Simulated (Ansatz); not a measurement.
Ligand exchange: C2H10Si2 + InH2(OH) → C2H10OSi2 + InH3

Species: C2H10Si2 `CC[SiH2][SiH3]`, singlet; InH2(OH), singlet; C2H10OSi2 `CC[SiH](O)[SiH3]`, singlet; InH3 `[InH3]`, singlet. The partners trade H for OH: Si–H and In–OH bonds give way to Si–OH and In–H.

Shapes, held fixed at every level: PBE0-D4/def2-TZVP. Flexible molecules stand in one conformer, not always the lowest. Programs: Ansatz 0.2.0. Electronic energies: no zero-point or thermal term.

```tsv
level	kind	ΔE (kJ/mol)	less CCSD(T)/def2-TZVPP
HF/def2-TZVPP	Hartree–Fock	-59.3	-18.1
r2SCAN-D4/def2-TZVPP	meta-GGA	-39.9	+1.3
B3LYP-D4/def2-TZVPP	global hybrid	-42.4	-1.2
PBE0-D4/def2-TZVPP	global hybrid	-42.7	-1.5
wB97X-V/def2-TZVPP	range-separated hybrid	-43.4	-2.2
CCSD/def2-TZVPP	coupled cluster or CI	-44.9	-3.7
CCSD(T)/def2-TZVPP	coupled cluster or CI	-41.2	0.0
```

The highest level, CCSD(T)/def2-TZVPP, gives ΔE = -41.2 kJ/mol; the levels span -59.3 to -39.9. The column of differences is taken from that level and isn't an error. No measured value is set beside it here. For atoms past krypton def2 sets carry core potentials with scalar relativity. Outer-core shells of In are correlated in most correlated rows, in sets that cover them unevenly.

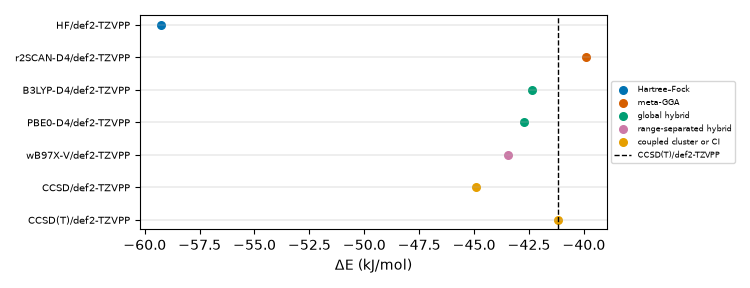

The values of the table, level by level.
